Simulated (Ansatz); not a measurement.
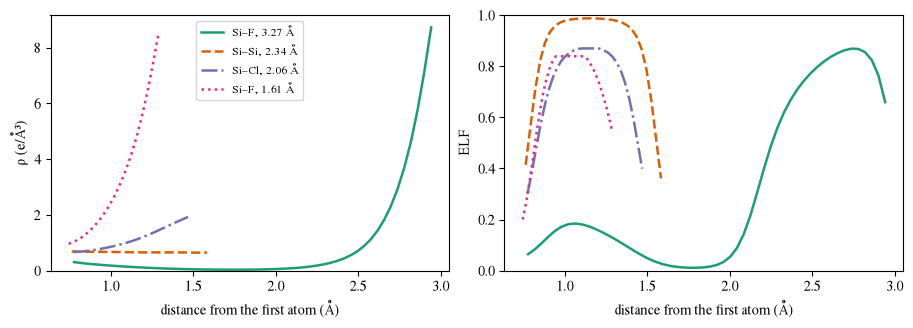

*ClFH₆Si₃···SiH₄. Electron density and electron localisation function along straight lines between neighbouring atoms. The curves leave out the atomic cores.*

The product side of a reaction path; geometry: PBE0-D4/def2-TZVP.

Level of theory: RKS PBE0-D4/def2-TZVPP (Ansatz 0.2.0).

```xyz
16

Si   -0.7882    0.4169    0.1439
Si    2.6439   -2.4808   -0.6296
Si   -1.6248    1.7181   -1.6177
Si   -1.0597    1.2602    2.3145
F     0.7757    0.1513   -0.1118
H     1.2475   -2.9627   -0.4913
Cl   -1.7308   -1.4131    0.0665
H     3.0659   -1.7934    0.6160
H     2.7445   -1.5489   -1.7800
H     3.5388   -3.6440   -0.8682
H    -1.4191    1.0096   -2.9071
H    -0.9331    3.0340   -1.6473
H    -3.0769    1.9333   -1.3846
H    -0.3449    2.5574    2.4460
H    -2.5117    1.4752    2.5485
H    -0.5269    0.2868    3.3021
```

Q: Compare the contacts.

A: Si2···F5 (3.27 Å): the density falls to about 0.03 e/Å³ on the way; the ELF dips to about 0 between them: a non-bonded, intermolecular contact.
Si–Si (2.34 Å): the density is about 0.65 e/Å³ at the midpoint; the ELF peaks at about 1 between the atoms, as expected for a shared electron pair.
Si–Cl (2.06 Å): ρ at the midpoint is about 0.9 e/Å³; the ELF peaks at about 0.85 between the atoms; a polar covalent bond.
Si–F (1.61 Å): ρ at the midpoint is about 1.1 e/Å³; the ELF peaks at about 0.85 in the valence shell of F, 0.7 Å from its nucleus, and is about 0.45 at the midpoint.
